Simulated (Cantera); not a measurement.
Charge: 1 mol CH4, 0.047 mol H2O, 0.31 mol N2, equilibrated at 0.00133 bar.

These are equilibrium values from Cantera (NASA tables, ideal gas, pure condensed phases), not measurements of a reactor. Candidate condensed phases: C, C6H6, C7H8, C8H18, H2O; 136 gas species. The numbers say what is thermodynamically allowed, not how fast it happens.

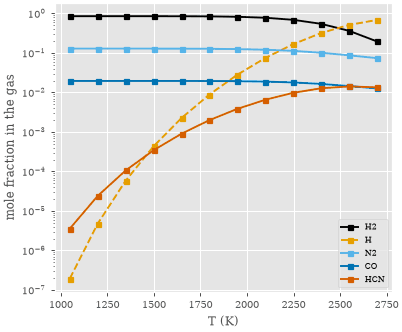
Equilibrium gas composition (values under 1e-9 drawn at 1e-9)

Problem. Read off the mole fractions at 1498 K.

Solution. H2 about 0.85, N2 about 0.13, CO about 0.020, H about 0.00043, HCN about 0.00035.
